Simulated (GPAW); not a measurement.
# Work function of TaSi2As4 monolayer at several levels, part 3 of 3

How far do functional and basis move the work function of TaSi2As4 monolayer?

GPAW 26.7.0; GPAW, PAW setups; layer in a repeated cell with vacuum, relaxation of atoms and in-plane cell (the session's first sound run).

So far, upper work function (eV): step 3 (plane waves, PBE) 4.90; step 6 (OptPBE vdW: xc = "optPBE-vdW", GPAW, PAW setups, GPAW) 5.10; step 7 (self-consistent run: xc = "vdW-DF2", GPAW, PAW setups, GPAW) 5.20; step 8 (self-consistent run: xc = "revPBE") 4.80; step 9 (real-space grid: mode = "fd", PBE, GPAW) 4.90.

**10. Atomic orbitals: mode = "lcao"**

Level of this step: GPAW, PAW setups; slab in vacuum (GPAW).

Atom-centred orbitals end a few angstrom from the surface, which tests how much the density's tail matters.

run.py reads:

```python
import json
import numpy as np
from ase import Atoms
from gpaw import GPAW

slab = Atoms(
    ['As', 'Si', 'As', 'Ta', 'As', 'Si', 'As'],
    positions=[
        [-0.00000, -0.00000, 7.00000],
        [-0.00000, 2.12884, 8.09811],
        [-0.00000, 2.12884, 10.48022],
        [-0.00000, 0.00000, 12.00917],
        [0.00000, 2.12884, 13.53813],
        [0.00000, 2.12884, 15.92024],
        [-0.00000, -0.00000, 17.01835]],
    cell=[[3.68726, -0.0, 0.0], [-1.84363, 3.19326, 0.0], [0.0, 0.0, 24.0183]],
    pbc=[True, True, False],
    magmoms=[0.0, 0.0, 0.0, 1.0, 0.0, 0.0, 0.0])

slab.calc = GPAW(mode='lcao', basis='dzp', h=0.18, xc='PBE', kpts={'size': (9, 9, 1), 'gamma': True},
                 occupations={'name': 'fermi-dirac', 'width': 0.05}, nbands='120%',
                 convergence={'density': 1e-05}, maxiter=200,
                 poissonsolver={'dipolelayer': 'xy'},
                 symmetry={'tolerance': 1e-3}, txt='slab.txt')
result = {}
energy = slab.get_potential_energy()
fermi = slab.calc.get_fermi_level()
v = slab.calc.get_electrostatic_potential().mean((0, 1)) - fermi
n = slab.calc.get_pseudo_density().mean((0, 1))
L = slab.cell[2, 2]
z = np.arange(len(v)) * L / len(v)
low, high = slab.positions[:, 2].min(), slab.positions[:, 2].max()
below, above = np.interp([low - 4.8, high + 4.8], z, v)
slopes = [np.interp(x, z, np.gradient(v, z)) for x in (low - 4.8, high + 4.8)]
eps = np.array([[slab.calc.get_eigenvalues(k, s) for k in range(len(slab.calc.get_ibz_k_points()))]
                for s in range(slab.calc.get_number_of_spins())]) - fermi
top, bottom = eps[eps < 0].max(), eps[eps > 0].min()
dipole = slab.get_dipole_moment()[2]
print(f'energy {energy:.4f} eV, Fermi level {fermi:.4f} eV, dipole {dipole:.5f} e A')
print(f'potential 4.8 A off the faces, from the Fermi level: lower {below:.4f} eV, upper {above:.4f} eV')
print(f'slope of the potential there: lower {slopes[0]:.5f}, upper {slopes[1]:.5f} eV/A')
print(f'nearest levels on the mesh: {top:.4f} and {bottom:.4f} eV')
print('magnetic moment', round(slab.get_magnetic_moment(), 3))
result.update(energy=energy, fermi=fermi, dipole=dipole, below=below, above=above, slopes=slopes, edges=[top, bottom],
              z=z.tolist(), v=v.tolist(), n=n.tolist(), positions=slab.positions.tolist(),
              forces=slab.get_forces(apply_constraint=False).tolist(), moments=slab.get_magnetic_moments().tolist())
json.dump(result, open('result.json', 'w'))
```

Started as:

```sh
$ OMP_NUM_THREADS=1 OPENBLAS_NUM_THREADS=1 python run.py
```

The program printed:

```text
energy -39.1963 eV, Fermi level -4.6954 eV, dipole 0.00102 e A
potential 4.8 A off the faces, from the Fermi level: lower 4.7032 eV, upper 4.6875 eV
slope of the potential there: lower -0.00000, upper -0.00000 eV/A
nearest levels on the mesh: -0.0827 and 0.0549 eV
magnetic moment 0.0
```

Run time: 5.7 min. Hardware: 1 thread of Intel Xeon Platinum 8375C at 2.90GHz (Ice Lake), shared host; peak memory 0.35 GiB.

Numbers from this step:

```yaml
dipole_along_the_normal: 0.001025 e·Å
levels_nearest_the_fermi_level_on_the_mesh: -0.08266, 0.05492 eV from the Fermi level
upper_work_function: 4.688 eV
lower_work_function: 4.703 eV
```

The electrostatic potential energy of an electron (without an applied field's), less the Fermi level, planar mean oscillates, so the rows of the table below give means over windows of 2.5 Å about each position, cut where the curve ends. Its maxima inside the range that stand out by 2 % of the span (Å: eV): 7.6: -9.60, 9.3: 2.10, 11.2: -5.65, 12.8: -5.65, 14.7: 2.10, 16.4: -9.61. Its minima: 7.0: -14.1, 8.0: -11.2, 10.5: -12.3, 12.0: -16.7, 13.6: -12.3, 16.0: -11.2, 17.0: -14.1.

Electrostatic potential energy of an electron (without an applied field's), less the Fermi level, planar mean against z; means over each step:

```
z (Å)  electrostatic potential energy of an electron (without an applied field's), less the Fermi level, planar mean (eV)
  0.0                                                                                                                4.70
  2.5                                                                                                                4.70
  5.0                                                                                                                4.07
  7.5                                                                                                               -8.91
 10.0                                                                                                               -4.13
 12.5                                                                                                               -10.6
 15.0                                                                                                               -3.72
 17.5                                                                                                               -4.52
 20.0                                                                                                                4.67
 22.5                                                                                                                4.69
```

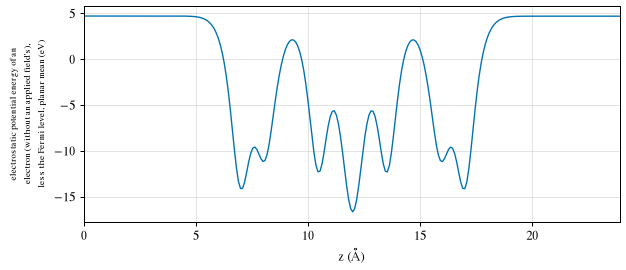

Electrostatic potential energy of an electron (without an applied field's), less the Fermi level, planar mean, plotted against z.

The upper face's work function is 4.688 eV, against 4.900 eV in the first plane-wave PBE run at this geometry.

**11. All levels side by side**

Times are for 1 thread of Intel Xeon Platinum 8375C at 2.90GHz (Ice Lake), shared host. The runs compared:

```
no.         run  upper work function (eV)  lower work function (eV)     time  memory (GiB)
  1          pw                     4.900                     4.915    2 min          0.33
  2         LDA                     5.171                     5.187     95 s          0.31
  3        RPBE                     4.794                     4.809    2 min          0.33
  4  optPBE vdW                     5.099                     5.114  2.1 min          0.52
  5     vdW DF2                     5.197                     5.213  7.1 min          0.53
  6      revPBE                     4.798                     4.813    2 min          0.33
  7          fd                     4.901                     4.916  6.8 min          0.92
  8        lcao                     4.688                     4.703  5.7 min          0.35
```

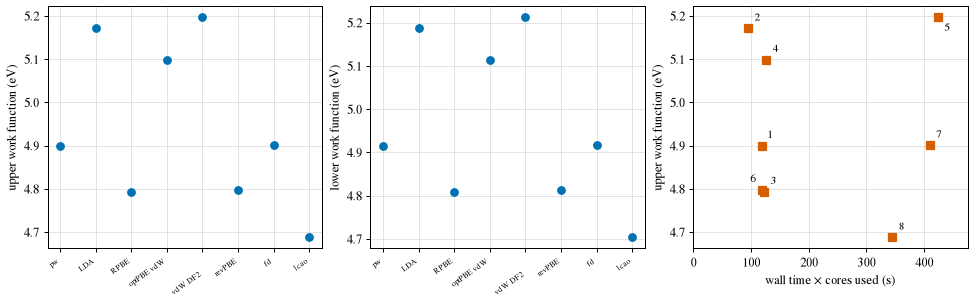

The series as plots; the last panel sets the first result against cost, with the runs numbered as in the table.

**12. Side by side**

Results and costs are gathered.

This step: comparison of work functions, dipole and cost (GPAW 26.7.0).

Ladder, by row:

```
      step  code  work function, upper (eV)  work function, lower (eV)  dipole (e Å)  wall time (s)  peak memory (GiB)  threads
        pw  GPAW                        4.9                      4.915       8.64e-4          118.2               0.33        1
       LDA  GPAW                      5.171                      5.187       8.64e-4          94.97               0.31        1
      RPBE  GPAW                      4.794                      4.809       8.64e-4          122.8               0.33        1
optPBE-vdW  GPAW                      5.099                      5.114       8.65e-4          125.5               0.52        1
   vdW-DF2  GPAW                      5.197                      5.213       8.67e-4          424.3               0.53        1
    revPBE  GPAW                      4.798                      4.813       8.64e-4          119.1               0.33        1
        fd  GPAW                      4.901                      4.916      0.001024          410.1               0.92        1
      lcao  GPAW                      4.688                      4.703      0.001025            345               0.35        1
```

**13. Summary of results**

| Quantity | Value |
| --- | --- |
| work function, upper and lower face | 4.900 and 4.915 eV |
| dipole along the normal | 8.6e-4 e Å |

With plane waves and PBE the work function is 4.90 eV on the upper face and 4.92 eV on the lower. Over the sound runs of the table the upper face's work function spans 4.688 (lcao) to 5.197 eV (vdW-DF2). Atomic orbitals miss the plane-wave value by -0.21 eV, since they describe the tail of the density in the vacuum poorly. The small printed dipole stands for a step of -13 meV from the lower to the upper face, and the probes find -16 meV; values this small are near the numerical noise of both. One magnetic start was tried; another order may lie lower. The layer's cell and atoms come from the relaxation; spin-orbit coupling and temperature are left out.

[Logs are printed without paths, hosts, clocks, repeated set-up lines and the standing remarks that a program may print on its own settings, such as how far it seeks lower states.]

[Hosts, paths, dates, database ids (printed as entryN), source tags and the programs' standing remarks are cut or masked in the printed files.]
